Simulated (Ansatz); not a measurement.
# C$_{2}$H$_{3}$AsO: what the fields show

The calculation's input:

```
crystal:
  periodic: [false, false, false]
  atoms:
    - {symbol: O, position_ang: [-0.433281, -1.914974, 0.573399]}
    - {symbol: C, position_ang: [-0.346013, -0.770394, 0.297150]}
    - {symbol: C, position_ang: [0.457401, 0.418711, 0.457121]}
    - {symbol: As, position_ang: [-1.083242, 0.709312, -0.854388]}
    - {symbol: H, position_ang: [1.491510, 0.407195, 0.126416]}
    - {symbol: H, position_ang: [0.278936, 0.980111, 1.370859]}
    - {symbol: H, position_ang: [-0.304011, 0.101937, -2.016157]}
basis:
  gaussian: {orbitals: def2-TZVPP}
hamiltonian: {xc: pbe0, dispersion: d4}
output: {orbitals: {seedname: orbitals}}
```

Run with:

```sh
ansatz run in.yaml --threads 2 --pin off --events-out ev --progress --plain --max-ram 4352MiB
```

Geometry: PBE0-D4/def2-TZVP.

Level of theory: RKS PBE0-D4/def2-TZVPP (Ansatz).

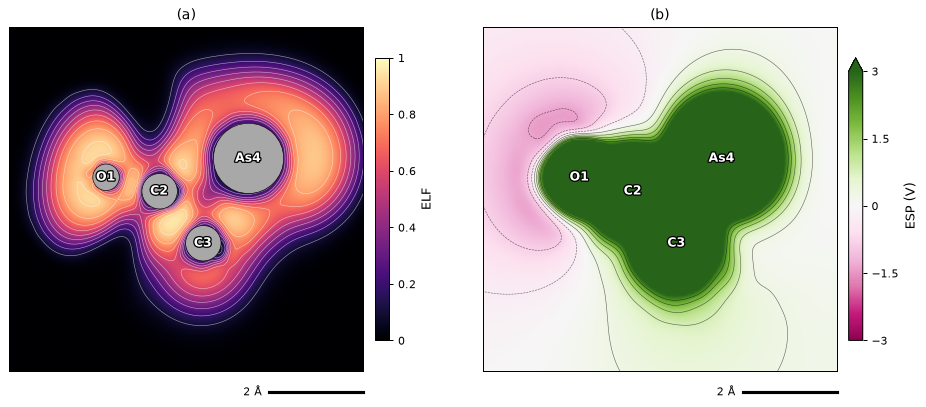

Figure 1. (a) ELF; (b) molecular electrostatic potential on the plane of atoms C2, As4 and C3. Grey discs cover the atomic cores in the ELF map.

What does the map show?

The plane passes through O, C and As nuclei.
C–O (1.18 Å): the ELF peaks at about 0.85 between the atoms: a short, multiple covalent bond.
C–C (1.44 Å): the ELF peaks at about 0.95 between the atoms; a covalent bond.
C–As (2.01 Å): the ELF peaks at about 0.80 between the atoms, as expected for a covalent bond.
The ELF also peaks beside O1 and As4, away from the bonds: lone-pair regions.
Outside the dense part of the molecule the potential is most negative (−1.5 V) near O1.

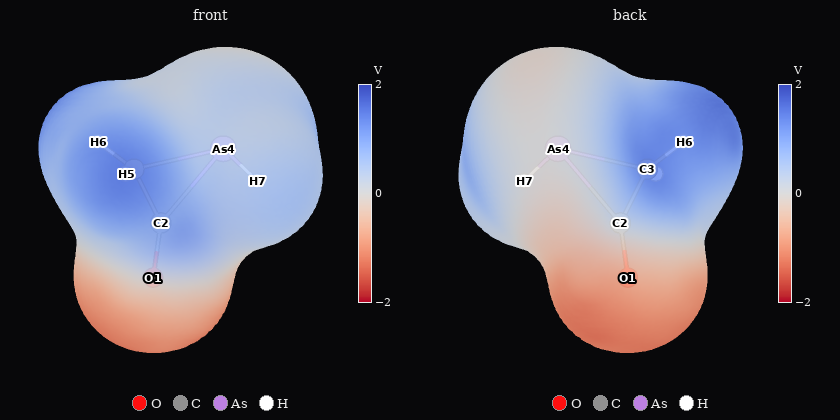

Figure 2. The electrostatic potential painted on the density surface at 0.002 e/bohr³, seen from the front and from behind; the colour scale runs from red (negative) to blue (positive).

Which sites attract a positive test charge, and which a negative one?

A positive charge is drawn to the negative regions and a negative charge to the positive ones. The most negative region (about −1.3 V) lies over O1, the most positive (about +1.5 V) over H6. O1 is the likeliest acceptor of a hydrogen bond.

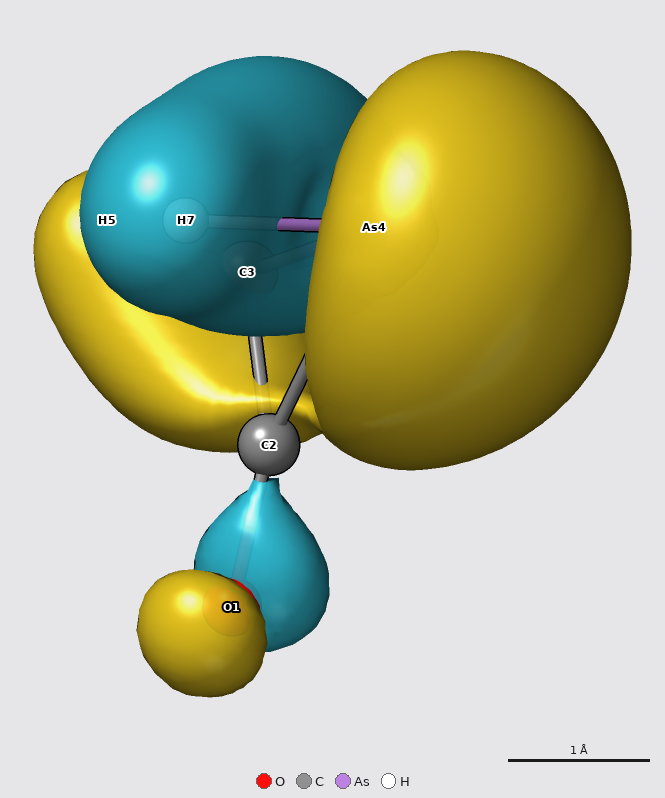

Figure 3. The HOMO−1 at ±0.1 Å⁻³ᐟ² (yellow and cyan are the two phases), seen at an oblique angle.

What is the character of this orbital?

It lies mainly on As4 (about 55 %) and C3 (about 25 %). Its energy is −8.21 eV.

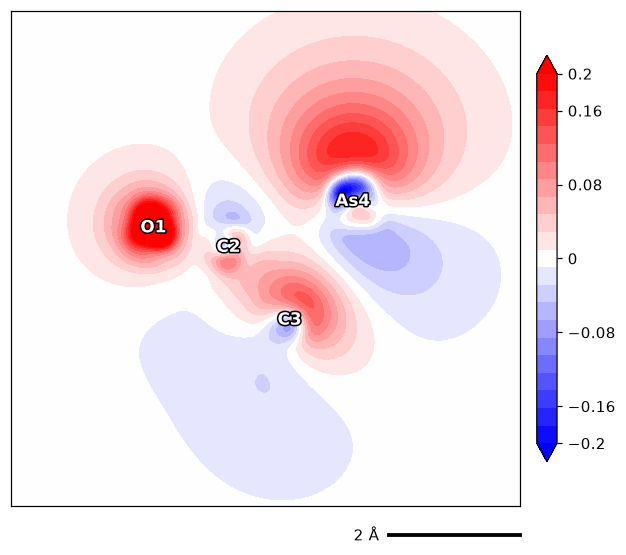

Figure 4. The LUMO on the plane of atoms C3, C2 and As4 (values in Å⁻³ᐟ²; the overall sign is arbitrary).

What is the character of this orbital?

It lies mainly on C2 (about 35 %), O1 (about 25 %), As4 (about 15 %) and C3 (about 10 %); π-antibonding (π*) across C2–O1. Its energy is −1.35 eV.
